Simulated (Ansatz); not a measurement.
# What Nb2NF2 monolayer distorts into, part 3 of 3

Aim: this structure of Nb2NF2 monolayer is to be tested for unstable modes, and one is followed downhill.

Ansatz 0.2.0; DFT PBE, scalar-relativistic, plane waves, PAW.

So far. Step 4 (The mode frozen in, largest atomic shift 0.22 Å): The energy, extrapolated to zero smearing, is -4.93 meV/atom against the undistorted cell. Step 5 (Energy along the mode, all amplitudes (two of the runs …): The lowest of the steps tried is at 0.22 Å, 4.93 meV/atom below the parent; the bottom of the well need not coincide with a step.

## Step 6: Relaxing from the distorted cell (continued)

The steps of the relaxation:

| step | energy less that of the first step (eV) | largest force component (eV/Å) | volume (Å³) |
| --- | --- | --- | --- |
| 1 | 0.0000 | 0.3551 | 924.34 |
| 2 | -0.0453 | 0.6740 | 899.83 |
| 3 | -0.1045 | 0.4815 | 906.73 |
| 4 | -0.1435 | 0.3685 | 897.51 |
| 5 | -0.1645 | 0.0861 | 897.38 |
| 6 | -0.1518 | 0.1377 | 902.76 |
| 7 | -0.1675 | 0.0149 | 898.75 |
| 8 | -0.1678 | 0.0177 | 898.74 |
| 9 | -0.1682 | 0.0076 | 898.29 |
| 10 | -0.1681 | 0.0021 | 898.34 |
| 11 | -0.1682 | 0.0012 | 898.32 |
| 12* | -0.1536 | 0.0016 | 898.32 |
| 13 | -0.1545 | 0.0023 | 897.13 |
| 14 | -0.1543 | 0.0004 | 897.35 |
| 15* | -0.1538 | 0.0004 | 897.35 |

Relaxation steps marked * repeat the geometry before them on a plane-wave basis chosen anew for their cell, so energy and pressure can jump there. Relaxation step 6 was tried and not accepted.

Forces are held to the 6 operations that the run works with; a distortion that breaks them can't arise in this run.

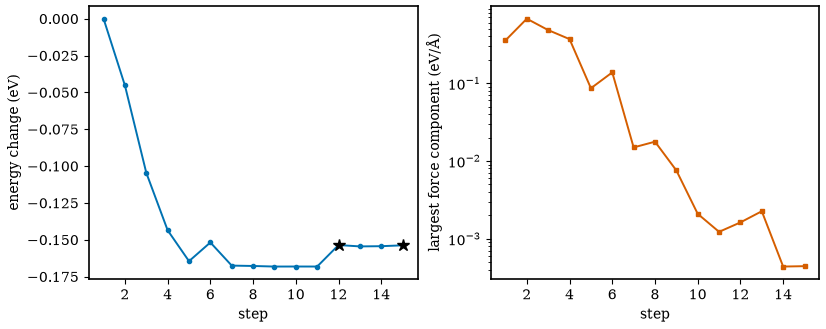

Energy and largest force along the relaxation. Stars mark steps on a basis chosen anew.

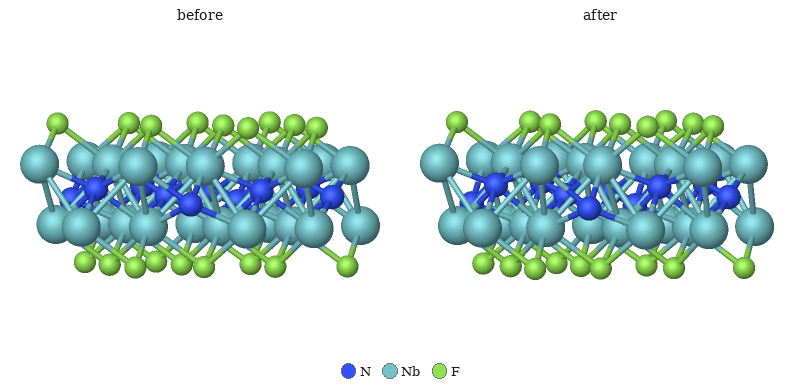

Before and after, at one scale.

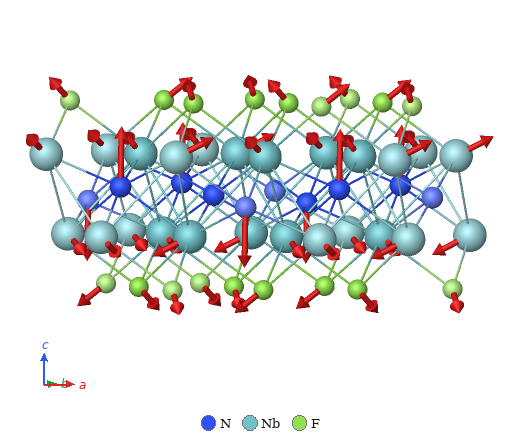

Displacements in the relaxation, exaggerated, measured against the changing cell; the longest in the cell stands for 0.13 Å. Some periodic images of atoms are drawn too.

| cell as run | before | after | change |
| --- | --- | --- | --- |
| a (Å) | 5.670 | 5.587 | -1.5 % |
| b (Å) | 5.670 | 5.587 | -1.5 % |

The atoms that moved most (Å, along periodic axes as changes of fractional coordinates times the final cell, across vacuum about the mean position):

| atom | dx | dy | dz | length |
| --- | --- | --- | --- | --- |
| N3 | 0.000 | 0.000 | -0.133 | 0.133 |
| N1 | 0.000 | 0.000 | 0.133 | 0.133 |
| F12 | 0.030 | 0.052 | 0.048 | 0.076 |
| F14 | -0.030 | -0.052 | -0.048 | 0.076 |
| F10 | 0.030 | -0.052 | 0.048 | 0.076 |
| F13 | -0.030 | 0.052 | -0.048 | 0.076 |
| F11 | -0.060 | 0.000 | 0.048 | 0.076 |
| F15 | 0.060 | 0.000 | -0.048 | 0.076 |

Final coordinates:

```xyz
15
Lattice="-4.8381 -2.7933 0.0000 -4.8381 2.7933 0.0000 0.0000 0.0000 -33.2000" Properties=species:S:1:pos:R:3
N    -6.4508    0.0000  -22.8472
N    -3.2254    0.0000  -23.2000
N    -4.8381   -2.7933  -23.5528
Nb   -1.5341   -0.8260  -22.1481
Nb   -3.3558    1.8778  -22.1481
Nb   -4.7864   -1.0518  -22.1481
Nb   -4.9168    0.8260  -24.2519
Nb   -1.6644    1.0518  -24.2519
Nb   -3.0951   -1.8778  -24.2519
F    -4.8268    0.8472  -20.8183
F    -1.6911    0.9633  -20.8183
F    -3.1584   -1.8104  -20.8183
F    -1.6240   -0.8472  -25.5817
F    -3.2925    1.8104  -25.5817
F    -4.7598   -0.9633  -25.5817
```

This step gave:

- area per atom: 1.802 Å²

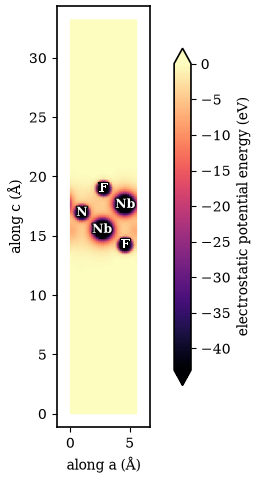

Electrostatic potential energy in the ac plane at fractional y = 0.002, with atoms of N and Nb and F within 0.2 Å of it. With pseudopotentials it is smooth inside the atoms' cores, unlike the true potential. The map starts off the cell's origin, so that atoms lie inside it.

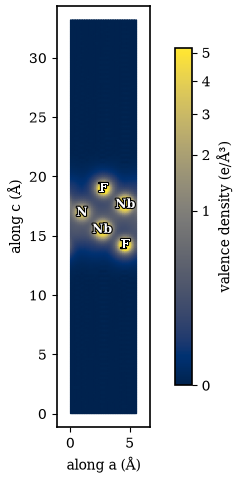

Valence density in the ac plane at fractional y = 0.002, with atoms of N and Nb and F within 0.2 Å of it. It is the smooth field of the valence electrons, not physical close to the nuclei. The map starts off the cell's origin, so that atoms lie inside it. The colour scale is stretched toward low values.

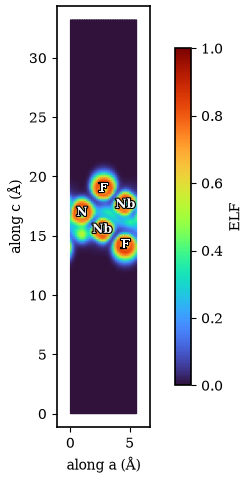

ELF in the ac plane at fractional y = 0.002, with atoms of N and Nb and F within 0.2 Å of it. It is the smooth field of the valence electrons, not physical close to the nuclei. The map starts off the cell's origin, so that atoms lie inside it.

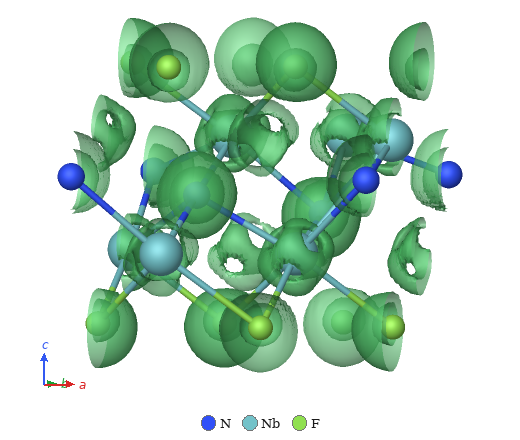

Surface of ELF = 0.76. Bonds to atoms that aren't drawn are left out.

The distorted start has space group P-3; the relaxation ends in P-3.

## Step 7: The phases reached

The phases reached along the modes that were followed are set side by side.

Energies are those of the first relaxation, on the mesh of the frozen mode; space group, volume and gap are those of the last relaxation. Phases, by row:

| mode frozen in | space group | energy from parent (meV/atom) | volume (Å³/atom) | gap on mesh (eV) | lowest zone-centre optical mode (cm⁻¹) | largest shift (Å) |
| --- | --- | --- | --- | --- | --- | --- |
| parent | P-3m1 | 0 | 61.62 | 0 | – | – |
| q = (0, -0.5, 0), 163i cm⁻¹ | P2_1/m | -27.91 | 59.03 | 0 | – | 0.304 |
| q = (0.333, 0.333, 0), 123i cm⁻¹ | P-3 | -15.24 | 59.82 | 0 | – | 0.353 |

## Step 8: Outcome

```
unstable mode of the parent                                                      : q = (0.333, 0.333, 0), 122i cm⁻¹
depth at the lowest point sampled                                                : 4.93 meV/atom
largest atomic shift at that point                                               : 0.22 Å
space group reached (within 0.01 Å)                                              : P-3
energy gained over the parent (first relaxation, on the mesh of the frozen mode) : 15.2 meV/atom
area per atom, phase reached                                                     : 1.80 Å²
```

**Reading.** Along this mode the structure falls into P-3, 15.2 meV/atom below the parent. At the parent's cell the well is 4.933 meV/atom deep on the steps tried, with its lowest point at a shift of 0.22 Å. Relaxing atoms and cell changes the gain by +10.30 meV/atom against the lowest step (energies at zero smearing). Most of the total comes from this relaxation. The modes of the phase reached were not computed on this path. Of the 2 patterns followed to their end from this parent, this one ends 12.7 meV/atom above the lowest, P2_1/m. Each path keeps the symmetry of its pattern, so a lower phase may lie along a pattern not tried. With no gap, or one that is small against the smearing, the frequencies hang on the k mesh and the smearing, most of all near Kohn anomalies. The phonon runs are without spin polarisation, although the cell has an odd electron count. In a sheet or slab the interpolated bending branch near Γ is rough, since the rotational sum rule isn't imposed. The starting cell was built on a prototype and not taken from a measurement.

[Logs are printed without paths, hosts, clocks, repeated set-up lines and the standing remarks that a program may print on its own settings, such as how far it seeks lower states.]

[Hosts, paths, dates, database ids (printed as entryN), source tags and the programs' standing remarks are cut or masked in the printed files.]
